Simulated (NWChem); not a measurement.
# One shape, several levels: MoO3 (molybdenum trioxide)

Aim: a comparison of 6 runs (HF/def2-SVP, HF/def2-TZVP, HF/def2-TZVPP, SVWN5/def2-SVP, SVWN5/def2-TZVP, SVWN5/def2-TZVPD) of MoO3 (molybdenum trioxide). 

The results are computed with NWChem 7.3.0.

## (1) The molecule

The species is MoO3 (4 atoms), meant as a singlet with charge 0. SMILES: `[O]=[Mo](=[O])=[O]`. The shape is that of a PBE0-D4/def2-TZVP optimisation.

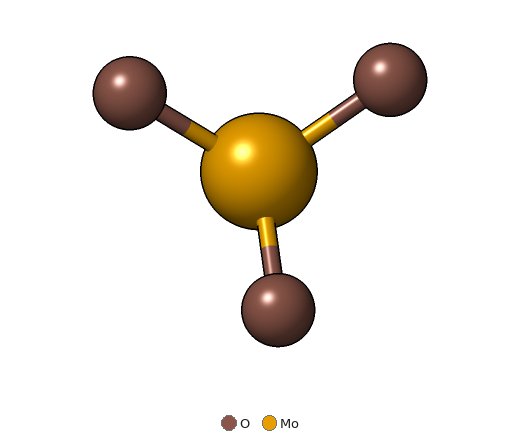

Viewed from a chosen angle; oxygen brown, molybdenum amber.

## (2) Energy and forces at HF/def2-SVP (core potential) (run 1)

The input, moo3.nw:

```
start moo3
title "MoO3"
memory 2200 mb
charge 0

geometry noautosym nocenter noautoz
O       -0.968000      -0.149800       1.262500
Mo      -0.138100      -0.336500      -0.200300
O        1.507000      -0.607600       0.088800
O       -0.345200       1.033600      -1.171400
end

basis spherical bse
* library def2-SVP
end

ecp bse
Mo library def2-SVP
end

scf
thresh 1e-08
maxiter 80
print low
end

task scf gradient
```

The run is started by

```console
nwchem moo3.nw > moo3.out
```

The log of the run:

```text
[...]
  functions       =    73
[...]
  wavefunction    = RHF
[...]
         Total SCF energy =   -291.855896510551
      One-electron energy =   -706.896671476925
      Two-electron energy =    273.378600921682
 Nuclear repulsion energy =    141.662174044692
        Time for solution =      9.8s
[...]
                         RHF ENERGY GRADIENTS
    atom               coordinates                        gradient
                 x          y          z           x          y          z
   1 O      -1.829255  -0.283081   2.385779   -0.016360   0.011104   0.038503
   2 Mo     -0.260971  -0.635893  -0.378512   -0.023853  -0.050331  -0.030641
   3 O       2.847817  -1.148198   0.167808    0.041906   0.000326   0.010881
   4 O      -0.652333   1.953221  -2.213625   -0.001693   0.038901  -0.018743
 Task  times  cpu:       11.5s     wall:       11.5s
 Total times  cpu:       11.6s     wall:       11.6s
```

It took 12 s on 1 thread of Intel Xeon 6975P-C (Granite Rapids), shared host; peak memory 0.11 GiB.

## (3) Energy and forces at HF/def2-TZVP (core potential) (run 2)

The input, moo3.nw:

```
start moo3
title "MoO3 gradient"
memory total 2200 mb

geometry units angstroms noautosym nocenter noautoz
O       -0.968000      -0.149800       1.262500
Mo      -0.138100      -0.336500      -0.200300
O        1.507000      -0.607600       0.088800
O       -0.345200       1.033600      -1.171400
end

basis "ao basis" spherical bse
* library def2-TZVP
end

ecp bse
Mo library def2-TZVP
end

scf
thresh 1e-08
maxiter 80
noprint "final vectors analysis"
end

task scf gradient
```

The run is started by

```console
nwchem moo3.nw > moo3.out
```

The log of the run:

```text
[...]
  functions       =   133
[...]
  wavefunction    = RHF
[...]
         Total SCF energy =   -292.170292226153
      One-electron energy =   -707.535786886788
      Two-electron energy =    273.703320615943
 Nuclear repulsion energy =    141.662174044692
        Time for solution =     44.9s
[...]
                         RHF ENERGY GRADIENTS
    atom               coordinates                        gradient
                 x          y          z           x          y          z
   1 O      -1.829255  -0.283081   2.385779   -0.014750   0.011138   0.036182
   2 Mo     -0.260971  -0.635893  -0.378512   -0.023306  -0.049175  -0.029940
   3 O       2.847817  -1.148198   0.167808    0.039221   0.001155   0.010597
   4 O      -0.652333   1.953221  -2.213625   -0.001164   0.036881  -0.016839
[...]
```

It took 53 s on 1 thread of Intel Xeon 6975P-C (Granite Rapids), shared host; peak memory 0.12 GiB.

## (4) Energy and forces at HF/def2-TZVPP (core potential) (run 3)

The input, moo3.nw:

```
start moo3
memory stack 880 mb heap 220 mb global 1100 mb
geometry noautosym nocenter noautoz
 O     -0.968000    -0.149800     1.262500
 Mo    -0.138100    -0.336500    -0.200300
 O      1.507000    -0.607600     0.088800
 O     -0.345200     1.033600    -1.171400
end
basis spherical bse
 * library def2-TZVPP
end
ecp bse
 Mo library def2-TZVPP
end
scf
 thresh 1e-08
 maxiter 80
 print low
end
task scf gradient
```

The run is started by

```console
nwchem moo3.nw > moo3.out
```

The log of the run:

```text
[...]
  functions       =   149
[...]
  wavefunction    = RHF
[...]
         Total SCF energy =   -292.181789471309
      One-electron energy =   -707.609470486833
      Two-electron energy =    273.765506970832
 Nuclear repulsion energy =    141.662174044692
        Time for solution =     80.4s
[...]
                         RHF ENERGY GRADIENTS
    atom               coordinates                        gradient
                 x          y          z           x          y          z
   1 O      -1.829255  -0.283081   2.385779   -0.015983   0.011376   0.038304
   2 Mo     -0.260971  -0.635893  -0.378512   -0.024146  -0.050954  -0.031018
   3 O       2.847817  -1.148198   0.167808    0.041614   0.000722   0.010999
   4 O      -0.652333   1.953221  -2.213625   -0.001484   0.038855  -0.018285
 Task  times  cpu:       93.2s     wall:       93.2s
 Total times  cpu:       93.3s     wall:       93.3s
```

It took 94 s on 1 thread of Intel Xeon 6975P-C (Granite Rapids), shared host; peak memory 0.13 GiB.

Runs 4 to 5 aren't shown in full; the table further down has their settings and results.

## (5) Energy and one-electron properties at SVWN5/def2-TZVPD (core potential) (run 6)

The input, test.nw:

```
start test
memory stack 880 mb heap 220 mb global 1100 mb

geometry units angstroms noautosym nocenter noautoz
  O       -0.968000      -0.149800       1.262500
  Mo      -0.138100      -0.336500      -0.200300
  O        1.507000      -0.607600       0.088800
  O       -0.345200       1.033600      -1.171400
end

basis "ao basis" spherical bse
  * library def2-TZVPD
end

ecp bse
  Mo library def2-TZVPD
end

dft
  xc slater vwn_5
  grid fine
  convergence energy 1e-08
  maxiter 100
  mulliken
  noprint "final vectors analysis"
end

property
  dipole
  quadrupole
  mulliken
end

task dft property
```

The run is started by

```console
nwchem test.nw > test.out
```

The log of the run:

```text
[...]
          Wavefunction type:  closed shell.
          No. of atoms     :     4
          No. of electrons :    38
[...]
          Charge           :     0
          Spin multiplicity:     1
[...]
          AO basis - number of functions:   160
[...]
              XC Information
              --------------
                        Slater Exchange Functional  1.000 local
                      VWN V Correlation Functional  1.000 local
[...]
 d= 0,ls=0.0,diis     1   -291.5790582630 -4.33D+02  3.88D-02  7.82D+00     4.3
[...]
 d= 0,ls=0.0,diis    15   -292.3895344058 -2.17D-10  1.84D-08  2.71D-11    48.2
         Total DFT energy =     -292.389534405815
      One electron energy =     -708.530131348037
           Coulomb energy =      306.244653308022
    Exchange-Corr. energy =      -31.766230410492
 Nuclear repulsion energy =      141.662174044692
[...]
   Dipole moment        4.6163299396 Debye(s)
             DMX       -1.7303225887 DMXEFC        0.0000000000
             DMY       -3.6578781582 DMYEFC        0.0000000000
             DMZ       -2.2218040486 DMZEFC        0.0000000000
   -EFC- dipole         0.0000000000 DEBYE(S)
   Total dipole         4.6163299396 DEBYE(S)
[...]
```

Wall time 49 s (1 thread of Intel Xeon 6975P-C (Granite Rapids), shared host); peak memory 0.12 GiB.

Atomic charges (e):

| atom | Löwdin |
| --- | --- |
| O1 | -0.490 |
| Mo2 | +1.460 |
| O3 | -0.490 |
| O4 | -0.490 |

## (6) All runs side by side

| run | level | core potential | task | energy (Eh) | wall time |
| --- | --- | --- | --- | --- | --- |
| 1 | HF/def2-SVP (core potential) | def2-SVP | gradient | -291.855897 | 12 s |
| 2 | HF/def2-TZVP (core potential) | def2-TZVP | gradient | -292.170292 | 53 s |
| 3 | HF/def2-TZVPP (core potential) | def2-TZVPP | gradient | -292.181789 | 94 s |
| 4 | SVWN5/def2-SVP (core potential) | def2-SVP | properties | -292.091633 | 7.2 s |
| 5 | SVWN5/def2-TZVP (core potential) | def2-TZVP | properties | -292.386024 | 29 s |
| 6 | SVWN5/def2-TZVPD (core potential) | def2-TZVPD | properties | -292.389534 | 49 s |

## (7) Results

| quantity | value |
| --- | --- |
| run 6: total energy | -292.38953 Eh |
| run 6: dipole moment | 4.62 D |

**Reading.** Over runs 2, 4, 5, 6 the dipole moment (its size) runs from 4.62 D (SVWN5/def2-TZVPD) to 5.77 D (HF/def2-TZVP). The two ends differ in method and basis. All runs together took 4.1 min, the longest 94 s.
